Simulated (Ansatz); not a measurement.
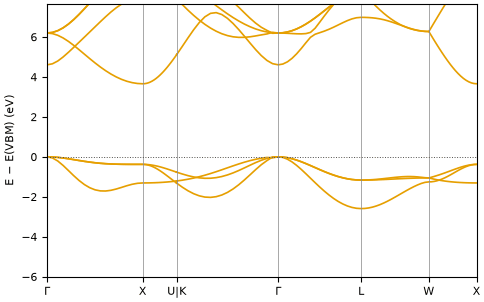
Fig. 1. Band structure from PBE (plane waves, PAW; program Ansatz)

Read off the gap and where the band edges lie.

About 3.7 eV (3.66 eV by a search for the band edges); maximum at Γ, minimum at X.

The material is CaO (rock salt, Fm-3m).

Symmetry was held in the PBE relaxation.

Potentials: the earlier of the program's two PAW sets.
